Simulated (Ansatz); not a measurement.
The starting structures come from a database of crystals and need not be the phases stable at ambient conditions.

 Where the default PAW files enter, the runs use the earlier of Ansatz's two default sets.

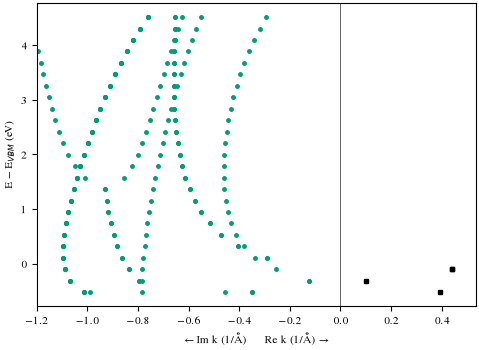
*Complex bands at the centre of the two-dimensional zone; r2SCAN (Ansatz, a quantum-chemistry and plane-wave program)*

The gap is the functional's own. No spin-orbit coupling. Mid-gap values are interpolated on the energy grid.

Question: This is Rb2H6Pt (Fm-3m, not sure to be the ambient phase, 9 atoms a cell, 17.2 Å³ an atom) along the normal of (111). Read off the slowest decay at the centre of the two-dimensional zone at 2.21 eV, the computed energy nearest the middle of the gap.

Answer: κ ≈ 0.46 1/Å, a decay length 1/(2κ) of the density of 1.1 Å.
